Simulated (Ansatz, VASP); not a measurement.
**Cross-check of InAs between VASP and Ansatz**

One calculation is typed for both programs; each brings its own data sets and cutoff. How far apart do they land? The cell is a member of a volume series, scaled by 0.985 from a relaxed one, so a pressure remains.

Method: plane waves, with VASP 6.6.1 beside it; single point at r2SCAN and single point at r2SCAN with rVV10, in Ansatz 0.2.0.

### Step 1. Starting point

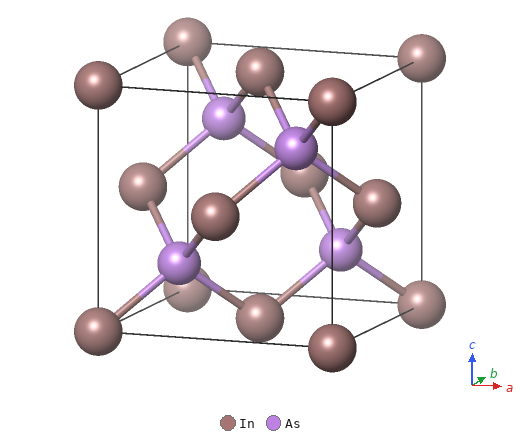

Start, viewed slightly off an axis; indium brown, arsenic purple. This picture shows the conventional cell, with its axes. Bonds to atoms that aren't drawn are left out. Some periodic images of atoms are drawn too.

As a file:

```cif
data_structure
_symmetry_space_group_name_H-M 'F-43m'
_symmetry_Int_Tables_number 216
_cell_length_a 6.0789
_cell_length_b 6.0789
_cell_length_c 6.0789
_cell_angle_alpha 90.000
_cell_angle_beta 90.000
_cell_angle_gamma 90.000
_cell_volume 224.63
loop_
_atom_site_label
_atom_site_type_symbol
_atom_site_symmetry_multiplicity
_atom_site_Wyckoff_symbol
_atom_site_fract_x
_atom_site_fract_y
_atom_site_fract_z
_atom_site_occupancy
In1 In 4 a 0.00000 0.00000 0.00000 1
As1 As 4 c 0.25000 0.25000 0.25000 1
```

### Step 2. Ansatz: single point, r2SCAN

Ansatz runs on its default PAW (the set named soft_2) files.

A single point gives forces, pressure and levels at one fixed geometry, so differences don't come from the geometry; what else differs is listed under the comparison.

File input.yaml:

```yaml
crystal:
  lattice:
    - [0.0, 3.03944203, 3.03944203]
    - [3.03944203, 0.0, 3.03944203]
    - [3.03944203, 3.03944203, 0.0]
  atoms:
    - { symbol: In, position: [0.0, 0.0, 0.0] }
    - { symbol: As, position: [0.75, 0.75, 0.75] }
hamiltonian:
  xc: r2scan
  pseudopotentials: { kind: paw }
kpoints:
  mp_grid: { grid: [10, 10, 10] }
scf:
  occupations: { method: gaussian, width: 0.05 }
  n_extra_bands: 4
output:
  forces: true
  stress: true
  eigenvalues: true
  write_density: true
  write_potential: true
  elf: true
  volumetric_format: npy
```

Command:

```sh
$ ansatz run input.yaml --threads 2 --pin off --max-ram 4608MiB --backend cpu --events-out ev --progress --plain --runs-dir out
```

Numbers of over 12 decimals in the logs are rounded to 6 here.

Output:

```text
scf.n_extra_bands = 4 over 14 filled bands (N_el = 28.0): the run solves 18 bands
Engine: ansatz 0.2.0, aarch64-unknown-linux-gnu
Pseudopotentials: kind: paw
Pseudopotential: In, paw, valence charge 13, recommended cutoff 500 eV (meta_gga), In.paw.azcp
Pseudopotential: As, paw, valence charge 15, recommended cutoff 500 eV (meta_gga), As.paw.azcp
Functional definition: r2SCAN
  parameter k0 = 0.174
  parameter k1 = 0.065
  parameter a1 = 4.9479
  exchange = r2scan_x(k0 = k0, k1 = k1, a1 = a1)
  correlation = r2scan_c
Crystal: 2 atoms, lattice volume = 56.158 Å³
Basis set: ecut = 500 eV, 1411 PW (Γ), exchange–correlation on 128×128×128 points (64 copies of the dense FFT grid, shifted against one another)
Bands: 18, of which v1, the nominal top of the filled ones, is band 14 counted from 1 (13 counted from 0)
Symmetry: 24 space group operations
Space group: F-43m (ITA 216), of the structure as read, at distance tolerance 3.8e-5 Å
k-points: 47 of 1000 (time reversal used)
Non-local potential: In, projectors of the file, l = 0: 2, l = 1: 2, l = 2: 2, l = 3: 2
Non-local potential: As, projectors of the file, l = 0: 2, l = 1: 2, l = 2: 3, l = 3: 1
PAW form: soft (Blöchl's): semilocal exchange-correlation on the pseudo side does not see the compensation charge
PAW frozen core: In, regenerated for the run's functional (the file was generated under x = pbe(κ = 0.804, μ = 0.219515), c = pbe(β = 0.066725))
PAW frozen core: As, regenerated for the run's functional (the file was generated under x = pbe(κ = 0.804, μ = 0.219515), c = pbe(β = 0.066725))
PAW one-centre angular grid: In, 590 points (default); XC on 289 of its mesh's 2783 points in the sphere
PAW one-centre angular grid: As, 590 points (default); XC on 160 Gauss nodes
Initial density: superposition of atomic densities (neutral atoms: chi_scale 0, normalization atom), corrected by the library's trained network
Initial wavefunctions: pseudopotential atomic-orbital guess
Functional: x = r2scan, c = r2scan; τ floored in thin density (d = 2e-4 eV/Å³)
SCF iter   1: F=—  HF=-10477.169570 eV  |F-HF|=—  |Δ(HF+E_count)|=         —  Δρ=5.97e-3  dr2=1.14e-2  dr2_τ=7.95e-3  ethr=1.77e-3  ⟨swp⟩=6.0  Hψ=4246  notcnv=0
preconditioner: auto → none  [insulator: Δε(μ)=0.119 eV  Ē_g=15.467 eV  σ=0.050 eV  W_gap=0.90  n_scr=14 (ndim 8)  ℏωp=21.0 eV  f_vac=0.109  D(μ)=0.02/eV (n_scr^D=0)  ε∞_Penn≈2.8]
SCF iter   2: F=—  HF=-10477.176246 eV  |F-HF|=—  |Δ(HF+E_count)|=   6.68e-3  Δρ=1.69e-3  dr2=1.25e-3  dr2_τ=6.77e-5  ethr=4.05e-5  ⟨swp⟩=2.0  Hψ=2068  notcnv=0
SCF iter   3: F=—  HF=-10477.176550 eV  |F-HF|=—  |Δ(HF+E_count)|=   3.03e-4  Δρ=7.21e-4  dr2=1.77e-4  dr2_τ=3.79e-6  ethr=4.47e-6  ⟨swp⟩=1.3  Hψ=918  notcnv=0
SCF iter   4: F=—  HF=-10477.176612 eV  |F-HF|=—  |Δ(HF+E_count)|=   6.20e-5  Δρ=6.75e-5  dr2=1.36e-6  dr2_τ=3.50e-8  ethr=6.31e-7  ⟨swp⟩=2.3  Hψ=1094  notcnv=0
SCF iter   5: F=—  HF=-10477.176615 eV  |F-HF|=—  |Δ(HF+E_count)|=   2.99e-6  Δρ=1.92e-5  dr2=4.75e-7  dr2_τ=4.46e-9  ethr=4.84e-9  ⟨swp⟩=2.3  Hψ=1330  notcnv=0
SCF iter   6: F=-10477.176615 eV  HF=-10477.176615 eV  |F-HF|=8.79e-10  |Δ(HF+E_count)|=   1.76e-7  Δρ=4.57e-6  dr2=1.75e-8  dr2_τ=4.21e-10  ethr=3.57e-10  ⟨swp⟩=6.6  Hψ=5387  notcnv=0
SCF 1 converged in 6 iterations: F = -10477.176615 eV  dr2 = 1.75e-8
  greatest PAW one-centre occupation: 0.999 electrons in one spin orbital (limit 2), on the As atom at site 1 (counted from 0), in its partial waves of l = 2
SCF converged after 6 iterations
Free energy (F): -10477.176615 eV
Harris-Foulkes:  -10477.176615 eV  (|F-HF|=8.79e-10)
Internal energy: -10477.176608 eV  (E = F + TS)
E sigma→0 (E₀):  -10477.176611 eV
Entropy (-TS):   -0.000007 eV (-0.003 meV/atom)
Fermi energy:    7.492773 eV
--- Per-component energies (eV) ---
  E_band       = -335.494918
  E_kinetic    = 346.402663
  E_local      = -3299.560460  (includes V_loc(G=0)·N_el)
  E_nonlocal   = -302.017191
  E_hartree    = 1596.447856
  E_xc         = -274.906915
  E_vxc        = -190.721443  (∫ρ·V_xc dr)
  E_paw        = -6033.083879  (= ΣΔE_a)
  E_vpaw       = -94.253602  (= ΣTr[D̂ρ^β])
  E_aug_tail   = 0.000000  (compensation charges beyond the density's cutoff)
  E_vtau       = 11.761132  (kinetic-family band-sum trace: ∫τ·v_τ [+ j·A + Jᵃ·Aᵃ] dr)
  E_ewald      = -2509.966819
  E_core_change = -0.491862  (= ΣΔE_core)
  E_smearing   = -0.000007  (= −TS)
  E_closure    = -0.000000  (closes the sum)
  Σ components = -10477.176615   (vs F -10477.176615, Δ=0.00e0)
--- Forces (eV/Å), atoms counted from 1 ---
  atom   1  In    -0.00000000     0.00000000     0.00000000
  atom   2  As     0.00000000    -0.00000000    -0.00000000
  max |Σ_I F_I| component: 2.06e-16 eV/Å
--- Stress (GPa, compression-positive) ---
        0.878112      -0.000000      -0.000000
        0.000000       0.878112       0.000000
        0.000000       0.000000       0.878112
  P = ⅓ Tr σ = 0.8781 GPa (8.781 kbar)
--- Band table (eV; the first three rows and the last of 47) ---
  k-point 0: bands = [... 10 lower, -4.7876, 7.4037, 7.4037, 7.4037, 7.5673, 11.6767, 11.6767, 11.6767]
  k-point 1: bands = [... 10 lower, -4.6810, 5.9998, 7.2772, 7.2772, 8.6121, 11.7384, 11.8673, 11.8673]
  k-point 2: bands = [... 10 lower, -4.3791, 4.4602, 6.9898, 6.9898, 9.0007, 12.2514, 12.2514, 12.3823]
  k-point 46: bands = [... 10 lower, -2.7030, 1.6764, 4.4938, 4.5844, 11.3633, 11.5805, 13.5816, 14.3167]
```

It took 7.5 s on 2 threads of Arm Neoverse V1, shared host; peak memory 0.51 GiB.

In the SCF lines HF is the Harris–Foulkes energy and dr2 the Hartree energy of the density residual, in eV; the loop may stop once dr2 is under the threshold and the program's other checks hold. Hψ counts applications of the Hamiltonian.

The run ends at a pressure of 0.88 GPa.

### Step 3. VASP: single point, r2SCAN

The same cell, functional, mesh and smearing now go to VASP, with its own data sets and cutoff.

Lines of VASP's logs that name or quote its potential files are left out, and so is its time.

The input asks for a relaxation, which ended at its first step since no free force or stress exceeded the threshold; so it serves as a single point.

File INCAR:

```
SYSTEM = InAs
PREC = Accurate
ENCUT = 450
EDIFF = 1E-06
NELM = 100
ISMEAR = 0
SIGMA = 0.05
LREAL = .FALSE.
ALGO = Normal
METAGGA = R2SCAN
LASPH = .TRUE.
NBANDS = 15
LORBIT = 11
LWAVE = .FALSE.
LCHARG = .FALSE.
KPAR = 8
IBRION = 2
NSW = 30
ISIF = 4
EDIFFG = -0.01
```

File POSCAR:

```
InAs
1.0
    0.0000000000      3.0394420346      3.0394420346
    3.0394420346      0.0000000000      3.0394420346
    3.0394420346      3.0394420346      0.0000000000
In As
1 1
Direct
    0.0000000000      0.0000000000      0.0000000000
    0.7500000000      0.7500000000      0.7500000000
```

File KPOINTS:

```
Automatic mesh
0
Gamma
10 10 10
0 0 0
```

PAW data sets: In_d and As (PBE family, release 64).

Command:

```sh
$ mpirun -np 8 vasp_std
```

Output:

```text
[banner, memory and clock lines left out]
running    8 mpi-ranks, on    1 nodes
 distrk:  each k-point on    1 cores,    8 groups
 distr:  one band on    1 cores,    1 groups

 POSCAR found type information on POSCAR InAs
 POSCAR found :  2 types and       2 ions
|                                                                             |
|           W    W    AA    RRRRR   N    N  II  N    N   GGGG   !!!           |
|           W    W   A  A   R    R  NN   N  II  NN   N  G    G  !!!           |
|           W    W  A    A  R    R  N N  N  II  N N  N  G       !!!           |
|           W WW W  AAAAAA  RRRRR   N  N N  II  N  N N  G  GGG   !            |
|           WW  WW  A    A  R   R   N   NN  II  N   NN  G    G                |
|           W    W  A    A  R    R  N    N  II  N    N   GGGG   !!!           |
|                                                                             |
|     For optimal performance we recommend to set                             |
|       NCORE = 2 up to number-of-cores-per-socket                            |
|     NCORE specifies how many cores store one orbital (NPAR=cpu/NCORE).      |
|     This setting can greatly improve the performance of VASP for DFT.       |
|     The default, NCORE=1 might be grossly inefficient on modern             |
|     multi-core architectures or massively parallel machines. Do your        |
|     Unfortunately you need to use the default for GW and RPA                |
|     calculations (for HF NCORE is supported but not extensively tested      |
|     yet).                                                                   |
|                                                                             |

|                                                                             |
|               ----> ADVICE to this user running VASP <----                  |
|                                                                             |
|     You enforced a specific xc type in the INCAR file but a different       |
|     [... a line on the potential file left out ...]
|     I HOPE YOU KNOW WHAT YOU ARE DOING!                                     |
|                                                                             |

 LDA part: xc-table for (None), standard interpolation
 POSCAR, INCAR and KPOINTS ok, starting setup
 FFT: planning ... GRIDC
 FFT: planning ... GRID_SOFT
 FFT: planning ... GRID
 WAVECAR not read
 entering main loop
       N       E                     dE             d eps       ncg     rms          rms(c)
DAV:   1     0.796548489933E+02    0.79655E+02   -0.78505E+03  1417   0.120E+03
DAV:   2    -0.335119638163E+02   -0.11317E+03   -0.10873E+03  1508   0.297E+02
DAV:   3    -0.412416515759E+02   -0.77297E+01   -0.76889E+01  1802   0.814E+01
DAV:   4    -0.414454352341E+02   -0.20378E+00   -0.20371E+00  1749   0.145E+01
DAV:   5    -0.414541029285E+02   -0.86677E-02   -0.86675E-02  2145   0.239E+00    0.606E+00
DAV:   6    -0.380667990772E+02    0.33873E+01   -0.15486E+00  1746   0.284E+01    0.297E+00
DAV:   7    -0.380492977966E+02    0.17501E-01   -0.22237E-01  1613   0.374E+00    0.179E+00
DAV:   8    -0.380569138778E+02   -0.76161E-02   -0.18846E-02  1830   0.123E+00    0.702E-01
DAV:   9    -0.380581696342E+02   -0.12558E-02   -0.17471E-03  1840   0.354E-01    0.177E-01
DAV:  10    -0.380582035576E+02   -0.33923E-04   -0.21790E-04  1915   0.144E-01    0.159E-01
DAV:  11    -0.380582471559E+02   -0.43598E-04   -0.66008E-05  1648   0.114E-01    0.389E-02
DAV:  12    -0.380582285311E+02    0.18625E-04   -0.34190E-05  1753   0.538E-02    0.392E-02
DAV:  13    -0.380582282805E+02    0.25057E-06   -0.61809E-06  1817   0.136E-02
   1 F= -.38058228E+02 E0= -.38058225E+02  d E =-.380582E+02
 curvature:   0.00 expect dE= 0.000E+00 dE for cont linesearch  0.000E+00
 trial: gam= 0.00000 g(F)=  0.117E-44 g(S)=  0.828E-33 ort = 0.000E+00 (trialstep = 0.100E+01)
 search vector abs. value=  0.100E-09
 reached required accuracy - stopping structural energy minimisation
```

From OUTCAR (step 3):

```text
ion  position               nearest neighbor table
   1  0.000  0.000  0.000-   2 2.63   2 2.63   2 2.63   2 2.63
   2  0.750  0.750  0.750-   1 2.63   1 2.63   1 2.63   1 2.63

  LATTYP: Found a face centered cubic cell.
 ALAT       =     6.0788840692

 Subroutine GETGRP returns: Found 24 space group operations
 (whereof 24 operations were pure point group operations)

The static configuration has the point symmetry T_d .

 Found     47 irreducible k-points:

   k-points           NKPTS =     47   k-points in BZ     NKDIM =     47   number of bands    NBANDS=     15

   dimension x,y,z NGX =    30 NGY =   30 NGZ =   30
   dimension x,y,z NGXF=    60 NGYF=   60 NGZF=   60

   ENCUT  =  450.0 eV  33.07 Ry    5.75 a.u.   7.43  7.43  7.43*2*pi/ulx,y,z

   NELECT =      18.0000    total number of electrons

 k-points in reciprocal lattice and weights: Automatic mesh
   0.00000000  0.00000000  0.00000000       0.001
   0.10000000  0.00000000  0.00000000       0.008
   0.20000000  0.00000000  0.00000000       0.008
   0.30000000  0.00000000  0.00000000       0.008
   0.40000000  0.00000000  0.00000000       0.008
   0.50000000  0.00000000  0.00000000       0.004
   0.10000000  0.10000000  0.00000000       0.006
   0.20000000  0.10000000  0.00000000       0.024
   0.30000000  0.10000000  0.00000000       0.024
[...]
-0.30000000  0.40000000  0.20000000       0.024
  -0.30000000  0.50000000  0.20000000       0.012

 average (electrostatic) potential at core
       1-102.3447       2 -54.2938

 E-fermi :   4.2016

 k-point     1 :       0.0000    0.0000    0.0000
  band No.  band energies     occupation
    ...
      5     -10.5654      2.00000
      6      -8.0835      2.00000
      7       4.1130      1.98782
      8       4.1130      1.98782
      9       4.1130      1.98782
     10       4.2755      0.03653
     11       8.3784      0.00000
     12       8.3784      0.00000
     13       8.3784      0.00000
     14      12.1255      0.00000
    ...

 k-point     2 :       0.1000    0.0000    0.0000
  band No.  band energies     occupation
    ...
      5     -10.5655      2.00000
      6      -7.9766      2.00000
      7       2.7077      2.00000
      8       3.9863      2.00000
      9       3.9863      2.00000
     10       5.3212      0.00000
     11       8.4403      0.00000
     12       8.5689      0.00000
     13       8.5689      0.00000
     14      12.7259      0.00000
    ...

 k-point     3 :       0.2000    0.0000    0.0000
  band No.  band energies     occupation
    ...
      5     -10.5650      2.00000
      6      -7.6739      2.00000
      7       1.1669      2.00000
      8       3.6984      2.00000
      9       3.6984      2.00000
     10       5.7088      0.00000
     11       8.9528      0.00000
     12       8.9529      0.00000
     13       9.0855      0.00000
     14      13.0977      0.00000
    ...

  Total        0.3307427      0.3307427      0.3307427     -0.0000000      0.0000000      0.0000000
  in kB        9.4360282      9.4360282      9.4360282     -0.0000000      0.0000000      0.0000000
  external PRESSURE =       9.4360282 kB  Pullay stress =       0.0000000 kB

  energy-cutoff  :      450.00
  volume of cell :       56.16
      direct lattice vectors                 reciprocal lattice vectors
     0.000000000  3.039442035  3.039442035    -0.164503877  0.164503877  0.164503877
     3.039442035  0.000000000  3.039442035     0.164503877 -0.164503877  0.164503877
     3.039442035  3.039442035  0.000000000     0.164503877  0.164503877 -0.164503877

 POSITION                                       TOTAL-FORCE (eV/Angst)
 -----------------------------------------------------------------------------------
      0.00000      0.00000      0.00000        -0.000000     -0.000000     -0.000000
      4.55916      4.55916      4.55916         0.000000      0.000000      0.000000
 -----------------------------------------------------------------------------------
    total drift:                               -0.000002     -0.000002     -0.000002

  FREE ENERGIE OF THE ION-ELECTRON SYSTEM (eV)
  ---------------------------------------------------
  free  energy   TOTEN  =       -38.0582282805 eV

  energy  without entropy=      -38.0582214569  energy(sigma->0) =      -38.05822487

 reached required accuracy - stopping structural energy minimisation

 total charge
# of ion       s       p       d       tot
------------------------------------------
    1        0.834   0.748   9.889  11.472
    2        1.213   1.608   0.022   2.843
--------------------------------------------------
tot          2.047   2.357   9.911  14.315

[... 3 further parts left out ...]
```

CONTCAR:

```
InAs
   1.00000000000000
     0.0000000000000000    3.0394420346000000    3.0394420346000000
     3.0394420346000000    0.0000000000000000    3.0394420346000000
     3.0394420346000000    3.0394420346000000    0.0000000000000000
  In              As
     1     1
Direct
     0.0000000000000000    0.0000000000000000    0.0000000000000000
     0.7500000000000000    0.7500000000000000    0.7500000000000000
```

### Step 4. Differences

Known differences besides the PAW data sets themselves: VASP keeps PBE cores, Ansatz makes them for the functional; the data sets hold 28 valence electrons in Ansatz (default PAW (the set named soft_2) files) and 18 in VASP; the cutoff is 500 eV in Ansatz and 450 eV in VASP. Total energies have different zeros and are not compared.

Both answers:

| quantity | Ansatz | VASP | difference |
| --- | --- | --- | --- |
| pressure (GPa) | 0.88 | 0.94 | -0.07 |
| gap on the k mesh (eV) | 0.164 | 0.163 | +0.001 |

Ansatz's pressure holds a Pulay correction of 0.01 GPa; VASP's holds none.

### Step 5. Further runs

An all-electron run, which needs no data sets, serves as referee.

| run | difference in gap on the k mesh (eV) |
| --- | --- |
| as above | 0.0011 |
| Ansatz's all-electron LAPW method | 0.0055 |

### Step 6. Ansatz: single point, r2SCAN

With cell and atoms fixed, the geometry can't cause a difference; cores, projectors, grids and the points listed under the comparison can. The cell compared in this pair holds 57.87 Å³, against 56.16 Å³ for the pair before.

The cell is a member of a volume series, scaled by 1.015 from a relaxed one, so a pressure remains.

Changes to input.yaml since step 2:

```diff
@@ -2,5 +2,5 @@
   lattice:
-    - [0.0, 3.03944203, 3.03944203]
-    - [3.03944203, 0.0, 3.03944203]
-    - [3.03944203, 3.03944203, 0.0]
+    - [0.0, 3.06999124, 3.06999124]
+    - [3.06999124, 0.0, 3.06999124]
+    - [3.06999124, 3.06999124, 0.0]
   atoms:
```

Command:

```sh
$ ansatz run input.yaml --threads 2 --pin off --max-ram 4608MiB --backend cpu --events-out ev --progress --plain --runs-dir out
```

Output:

```text
[...]
Crystal: 2 atoms, lattice volume = 57.868 Å³
Basis set: ecut = 500 eV, 1459 PW (Γ), exchange–correlation on 128×128×128 points (64 copies of the dense FFT grid, shifted against one another)
Bands: 18, of which v1, the nominal top of the filled ones, is band 14 counted from 1 (13 counted from 0)
Symmetry: 24 space group operations
[...]
--- Band table (eV; the first three rows and the last of 47) ---
  k-point 0: bands = [... 10 lower, -4.9867, 7.0131, 7.0136, 7.0136, 7.0136, 11.2687, 11.2687, 11.2687]
  k-point 1: bands = [... 10 lower, -4.8859, 5.5806, 6.8935, 6.8935, 8.1102, 11.3160, 11.4520, 11.4520]
  k-point 2: bands = [... 10 lower, -4.6006, 4.0964, 6.6193, 6.6193, 8.5131, 11.8249, 11.8249, 11.9130]
  k-point 46: bands = [... 10 lower, -3.0325, 1.4069, 4.2251, 4.3199, 10.9600, 11.0865, 13.0989, 13.8682]
[key lines of the parts left out:]
SCF converged after 6 iterations
Free energy (F): -10477.176576 eV
Fermi energy:    7.037369 eV
P = ⅓ Tr σ = -0.8289 GPa (-8.289 kbar)
```

It took 7.8 s on 2 threads; peak memory 0.51 GiB.

The run ends at a pressure of -0.83 GPa.

(Part 1 of 2 ends here.)

[Lines on the potential files, build, host, timing and source positions are cut from VASP's logs without a mark.]

[Logs are printed without paths, hosts, clocks, repeated set-up lines and the standing remarks that a program may print on its own settings, such as how far it seeks lower states.]

[Hosts, paths, dates, database ids (printed as entryN), source tags and the programs' standing remarks are cut or masked in the printed files.]
